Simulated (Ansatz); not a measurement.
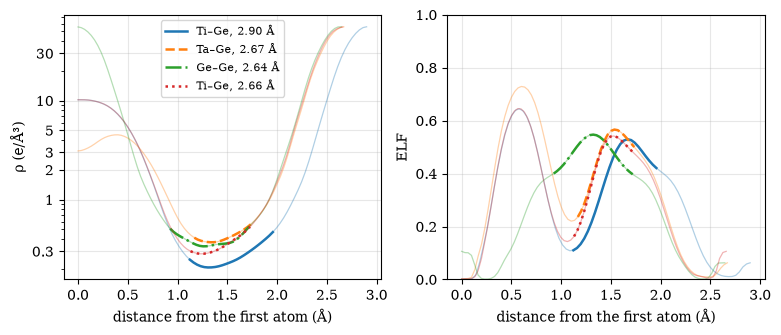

The picture shows: TaTiGe4. Valence charge density (pseudo) and ELF along straight lines between neighbouring atoms. Thin, pale parts lie inside the atomic spheres.

Space group F222; a structure generated by program, which may or may not match a known phase; computed without spin polarisation.

The calculation used DFT PBE, scalar-relativistic, plane waves, PAW (Ansatz 0.2.0).

Core electrons are frozen (PAW), and the valence fields are smoothed inside the atomic spheres.

### What can be read from the curves?

Ti–Ge (2.90 Å): ρ at the midpoint is about 0.22 e/Å³; the ELF is about 0.40 at the midpoint.
Ta–Ge (2.67 Å): ρ at the midpoint is about 0.37 e/Å³; the ELF is about 0.40 at the midpoint.
Ge–Ge (2.64 Å): ρ is about 0.34 e/Å³ halfway; the ELF reaches about 0.55 near the midpoint.
Ti–Ge (2.66 Å): ρ is about 0.29 e/Å³ halfway; the ELF is about 0.40 at the midpoint.
